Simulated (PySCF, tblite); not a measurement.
# C2H9B2PS: dynamics, then NMR shifts on frames, part 2 of 2

tblite 0.8.0 and PySCF 2.14.0. Atoms count from 0.

**5. Shielding tensors: 625 fs, PBE0/pcSseg-1**

Job settings and geometry (Å):

```
{"job": {"kind": "nmr", "xc": "PBE0", "basis": "pcSseg-1", "pop": false}, "charge": 0, "multiplicity": 1}
B      2.883000     1.119000    -0.693900
P      1.187700     0.880000    -1.238600
B     -0.266000     0.332400    -0.297400
C     -0.488300     0.886300     1.135600
S     -1.397500    -0.764800    -1.111800
C     -2.769000    -0.949300     0.108400
H      3.688400     1.007000    -1.516200
H      3.221000     1.544600     0.358600
H      1.323000     0.285000    -2.449300
H     -1.489300     1.288200     1.206500
H      0.268100     1.555700     1.479100
H     -0.462400     0.094200     1.862600
H     -3.660800    -1.349200    -0.295100
H     -3.237700    -0.067400     0.497400
H     -2.539500    -1.648200     0.920600
```

Level: GIAO PBE0/pcSseg-1 NMR shielding, non-relativistic, gas phase.

The program printed:

```text
coarse grid: 13176 points
cycle   1  E = -870.3157254866  dE =  5.311e-01  |g| = 3.642e-01  |ddm| = 3.421e+00
cycle   2  E = -870.3163088032  dE = -5.833e-04  |g| = 3.698e-01  |ddm| = 7.022e-01
cycle   3  E = -870.3534487322  dE = -3.714e-02  |g| = 4.610e-02  |ddm| = 3.693e-01
cycle   4  E = -870.3540367173  dE = -5.880e-04  |g| = 1.818e-02  |ddm| = 9.543e-02
cycle   5  E = -870.3541232122  dE = -8.649e-05  |g| = 3.794e-03  |ddm| = 2.745e-02
cycle   6  E = -870.3541264979  dE = -3.286e-06  |g| = 1.216e-03  |ddm| = 4.797e-03
final grid: 116856 points
cycle   7  E = -870.3882197045  dE = -3.354e-05  |g| = 8.623e-03  |ddm| = 3.069e-02
cycle   8  E = -870.3882083346  dE =  1.137e-05  |g| = 1.075e-02  |ddm| = 1.686e-02
cycle   9  E = -870.3882387876  dE = -3.045e-05  |g| = 6.620e-04  |ddm| = 1.084e-02
cycle  10  E = -870.3882389226  dE = -1.351e-07  |g| = 1.651e-04  |ddm| = 1.240e-03
cycle  11  E = -870.3882389291  dE = -6.433e-09  |g| = 7.076e-05  |ddm| = 2.615e-04
cycle  12  E = -870.3882389306  dE = -1.514e-09  |g| = 2.218e-05  |ddm| = 1.146e-04
cycle  13  E = -870.3882389307  dE = -1.489e-10  |g| = 4.664e-06  |ddm| = 2.839e-05
converged SCF energy = -870.3882389307

GIAO shielding tensors (ppm)
atom      isotropic    diamagn.    paramagn.     s11        s22        s33       span
  0 B       36.489     194.443    -157.953    -45.230      8.236    146.462    191.692
  1 P      368.176     971.367    -603.191    170.779    442.644    491.106    320.328
  2 B       36.889     193.513    -156.624    -15.915      3.795    122.786    138.701
  3 C      181.169     253.618     -72.449    162.263    183.167    198.078     35.815
  4 S      462.664    1057.892    -595.228    275.000    542.181    570.811    295.811
  5 C      172.754     244.420     -71.666    156.908    160.163    201.191     44.282
  6 H       24.404      29.070      -4.666     17.471     26.943     28.797     11.326
  7 H       24.418      29.452      -5.034     18.174     26.914     28.167      9.993
  8 H       27.424      32.459      -5.035     22.125     27.397     32.752     10.627
  9 H       30.855      31.789      -0.934     25.680     30.621     36.265     10.585
 10 H       30.480      32.552      -2.073     25.416     29.680     36.343     10.927
 11 H       31.366      32.730      -1.364     26.481     30.091     37.527     11.047
 12 H       30.504      28.048       2.455     25.422     27.366     38.724     13.303
 13 H       30.073      30.522      -0.449     24.636     28.643     36.941     12.306
 14 H       29.630      29.440       0.190     24.537     26.531     37.823     13.286
```

Run time: 16 s. Hardware: 1 thread of Arm Neoverse V1, shared host; peak memory 0.82 GiB.

Key values: δ C5 14.2, C3 5.8, B0 63.6, B2 63.2, H6 7.31, H7 7.30 ppm.

**6. Nuclear shieldings: 800 fs, PBE0/pcSseg-1**

Job settings and geometry (Å):

```
{"job": {"kind": "nmr", "xc": "PBE0", "basis": "pcSseg-1", "pop": false}, "charge": 0, "multiplicity": 1}
B      2.595700     0.627400     0.724400
P      1.476700     0.806600    -0.657700
B     -0.244800     0.224500    -0.269500
C     -0.721700     0.294600     1.297800
S     -1.492000    -0.223300    -1.493700
C     -2.757900    -1.076300    -0.688700
H      3.685700     0.673300     0.585100
H      2.114200     0.429400     1.757900
H      1.857500     0.324100    -1.889300
H     -1.689700    -0.105000     1.475800
H     -0.908800     1.348500     1.574100
H      0.014800    -0.135600     1.931400
H     -3.455300    -1.208100    -1.458200
H     -3.224900    -0.591000     0.170500
H     -2.435400    -2.055200    -0.365000
```

Level: GIAO PBE0/pcSseg-1 NMR shielding, non-relativistic, gas phase.

The program printed:

```text
coarse grid: 13176 points
cycle   1  E = -870.3030455947  dE =  5.647e-01  |g| = 3.769e-01  |ddm| = 3.415e+00
cycle   2  E = -870.3004926866  dE =  2.553e-03  |g| = 3.970e-01  |ddm| = 7.938e-01
cycle   3  E = -870.3448047519  dE = -4.431e-02  |g| = 4.704e-02  |ddm| = 4.369e-01
cycle   4  E = -870.3454435910  dE = -6.388e-04  |g| = 1.784e-02  |ddm| = 9.884e-02
cycle   5  E = -870.3455303338  dE = -8.674e-05  |g| = 4.372e-03  |ddm| = 2.967e-02
cycle   6  E = -870.3455353871  dE = -5.053e-06  |g| = 1.549e-03  |ddm| = 6.584e-03
final grid: 116856 points
cycle   7  E = -870.3797925618  dE = -3.849e-05  |g| = 9.281e-03  |ddm| = 3.244e-02
cycle   8  E = -870.3797795826  dE =  1.298e-05  |g| = 1.149e-02  |ddm| = 1.895e-02
cycle   9  E = -870.3798146585  dE = -3.508e-05  |g| = 8.461e-04  |ddm| = 1.201e-02
cycle  10  E = -870.3798148738  dE = -2.153e-07  |g| = 2.440e-04  |ddm| = 1.381e-03
cycle  11  E = -870.3798148902  dE = -1.637e-08  |g| = 7.217e-05  |ddm| = 3.385e-04
cycle  12  E = -870.3798148917  dE = -1.542e-09  |g| = 1.771e-05  |ddm| = 1.221e-04
cycle  13  E = -870.3798148918  dE = -1.005e-10  |g| = 6.048e-06  |ddm| = 2.743e-05
converged SCF energy = -870.3798148918

GIAO shielding tensors (ppm)
atom      isotropic    diamagn.    paramagn.     s11        s22        s33       span
  0 B       33.083     197.564    -164.481    -56.036      6.347    148.937    204.973
  1 P      372.172     971.836    -599.664    197.783    448.966    469.767    271.984
  2 B       25.398     193.679    -168.281    -24.656    -14.662    115.512    140.168
  3 C      178.987     253.701     -74.714    155.298    185.596    196.067     40.769
  4 S      476.820    1059.669    -582.849    248.990    580.606    600.864    351.874
  5 C      177.252     250.144     -72.892    164.450    175.256    192.049     27.599
  6 H       24.581      30.991      -6.411     16.695     28.393     28.654     11.959
  7 H       23.878      31.324      -7.446     15.903     26.205     29.527     13.623
  8 H       26.584      31.103      -4.520     22.450     25.448     31.853      9.403
  9 H       30.667      34.420      -3.752     25.182     31.423     35.397     10.215
 10 H       30.722      30.884      -0.162     26.483     28.418     37.265     10.782
 11 H       30.637      33.060      -2.423     25.263     29.549     37.100     11.838
 12 H       30.301      29.465       0.836     23.940     28.293     38.672     14.733
 13 H       29.048      30.383      -1.336     23.771     28.001     35.372     11.601
 14 H       29.885      30.790      -0.904     24.352     27.343     37.961     13.609
```

Wall time 17 s (1 thread of Arm Neoverse V1, shared host); peak memory 0.82 GiB.

This run: δ C5 9.7, C3 7.9, B2 74.7, B0 67.0, H7 7.84, H6 7.14 ppm.

**7. Nuclear shieldings: 1000 fs, PBE0/pcSseg-1**

Job settings and geometry (Å):

```
{"job": {"kind": "nmr", "xc": "PBE0", "basis": "pcSseg-1", "pop": false}, "charge": 0, "multiplicity": 1}
B      2.884300     0.943200     1.126600
P      1.819600     0.662900    -0.275900
B     -0.005000     0.261700    -0.202400
C     -0.827500     0.523400     1.101500
S     -0.734300    -0.480100    -1.637300
C     -2.519100    -0.481600    -1.355600
H      4.024800     0.927200     0.827500
H      2.440300     1.172000     2.202200
H      2.342000     0.237500    -1.500100
H     -1.274500     1.451400     1.224200
H     -0.100100     0.515500     1.906800
H     -1.636600    -0.255400     1.245300
H     -2.883300     0.348100    -2.017400
H     -2.714500    -0.243200    -0.385700
H     -2.910900    -1.422800    -1.652900
```

Method: GIAO PBE0/pcSseg-1 NMR shielding, non-relativistic, gas phase.

The program printed:

```text
coarse grid: 13176 points
cycle   1  E = -870.3171762932  dE =  5.103e-01  |g| = 3.652e-01  |ddm| = 3.399e+00
cycle   2  E = -870.3174616785  dE = -2.854e-04  |g| = 3.725e-01  |ddm| = 7.186e-01
cycle   3  E = -870.3560501921  dE = -3.859e-02  |g| = 4.873e-02  |ddm| = 3.786e-01
cycle   4  E = -870.3567249641  dE = -6.748e-04  |g| = 1.902e-02  |ddm| = 9.771e-02
cycle   5  E = -870.3568196663  dE = -9.470e-05  |g| = 4.228e-03  |ddm| = 2.834e-02
cycle   6  E = -870.3568241559  dE = -4.490e-06  |g| = 1.434e-03  |ddm| = 6.402e-03
final grid: 116856 points
cycle   7  E = -870.3912112187  dE = -3.248e-05  |g| = 8.417e-03  |ddm| = 2.865e-02
cycle   8  E = -870.3912005759  dE =  1.064e-05  |g| = 1.046e-02  |ddm| = 1.635e-02
cycle   9  E = -870.3912292914  dE = -2.872e-05  |g| = 6.847e-04  |ddm| = 1.044e-02
cycle  10  E = -870.3912294378  dE = -1.464e-07  |g| = 1.886e-04  |ddm| = 1.221e-03
cycle  11  E = -870.3912294470  dE = -9.181e-09  |g| = 6.670e-05  |ddm| = 2.760e-04
cycle  12  E = -870.3912294483  dE = -1.288e-09  |g| = 1.981e-05  |ddm| = 1.035e-04
cycle  13  E = -870.3912294484  dE = -1.162e-10  |g| = 5.687e-06  |ddm| = 2.713e-05
converged SCF energy = -870.3912294484

GIAO shielding tensors (ppm)
atom      isotropic    diamagn.    paramagn.     s11        s22        s33       span
  0 B       46.665     196.787    -150.122    -38.299     28.099    150.194    188.492
  1 P      333.090     972.663    -639.573    130.060    396.976    472.234    342.174
  2 B       35.351     194.149    -158.798    -18.741      8.273    116.522    135.263
  3 C      181.687     254.943     -73.256    160.715    178.486    205.860     45.146
  4 S      447.478    1060.351    -612.873    223.292    541.011    578.132    354.840
  5 C      171.270     253.024     -81.754    157.882    165.228    190.700     32.818
  6 H       24.515      28.284      -3.769     17.818     26.358     29.370     11.553
  7 H       24.198      29.605      -5.407     17.475     26.304     28.814     11.340
  8 H       26.238      31.586      -5.347     21.883     26.269     30.563      8.680
  9 H       32.068      32.704      -0.636     27.484     29.526     39.193     11.709
 10 H       29.842      33.114      -3.272     24.097     29.744     35.685     11.588
 11 H       29.710      31.450      -1.740     24.667     29.951     34.512      9.845
 12 H       28.506      28.471       0.035     22.379     26.364     36.775     14.396
 13 H       30.547      34.115      -3.567     24.468     31.628     35.546     11.079
 14 H       29.968      30.256      -0.288     24.625     27.296     37.983     13.358
```

Wall time 17 s (1 thread of Arm Neoverse V1, shared host); peak memory 0.82 GiB.

In short: δ C5 15.7, C3 5.2, B2 64.7, B0 53.4, H7 7.52, H6 7.20 ppm.

**8. Side by side: NMR shifts**

Shifts (ppm) of some atoms, chosen among heavy atoms and hydrogens apart, with basis size and wall time:

```csv
frame,C5,H11,H9,B0,B2,P1,S4,functions,time
250 fs,22.1,2.48,2.39,73.7,67.9,-44.5,101,161,17 s
425 fs,20.6,2.29,0.32,71.2,67.8,-66.9,67,161,16 s
625 fs,14.2,0.35,0.86,63.6,63.2,-49.8,41,161,16 s
800 fs,9.7,1.08,1.05,67.0,74.7,-53.8,27,161,17 s
1000 fs,15.7,2.01,-0.35,53.4,64.7,-14.7,56,161,17 s
```

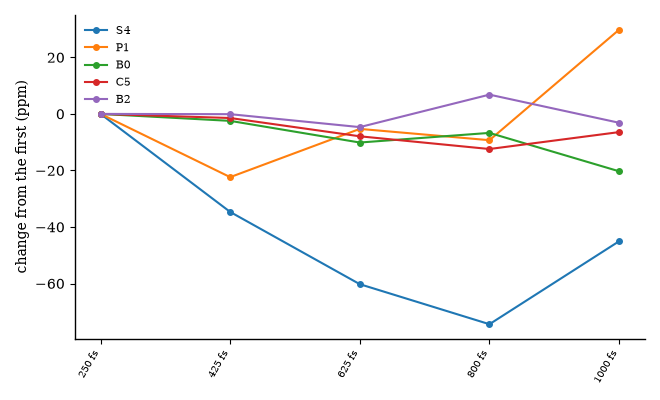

How five of the tabulated atoms move from run to run.

**9. Summary of results**

This closing draws on all 2 parts.

| quantity | value |
| --- | --- |
| thermostat | 300 K |
| mean temperature, second half | 335 K |
| mean potential energy above the minimum | 0.58 eV |
| 13C shifts against TMS (PBE0/pcSseg-1, 250 fs) | 22.1, 9.1 ppm |
| 1H shifts against TMS (PBE0/pcSseg-1, 250 fs) | 8.33, 8.03, 4.76, 2.68, 2.60, 2.48, 2.43, 2.39, 1.56 ppm |
| 11B shifts against BF3·OEt2 (PBE0/pcSseg-1, 250 fs) | 73.7, 67.9 ppm |
| 31P shifts against H3PO4 (PBE0/pcSseg-1, 250 fs) | -44.5 ppm |
| 33S shifts against CS2 (PBE0/pcSseg-1, 250 fs) | 101 ppm |
| range of the shift of S4 | 27 to 101 ppm |

What this shows: In the second half the potential energy averages 0.58 eV above the minimum; equipartition over 39 harmonic modes at 300 K would give 0.50 eV. With 15 atoms the temperature swings widely (176 to 442 K). Shifts at one fixed geometry are not the observed spectrum, which averages over the motion. In the first frame run (250 fs): Shielding is most anisotropic at P1 (span 324 ppm, paramagnetic term -608 ppm). Across the 5 runs the shift of S4 moves most, between 27 (800 fs) and 101 ppm (250 fs).
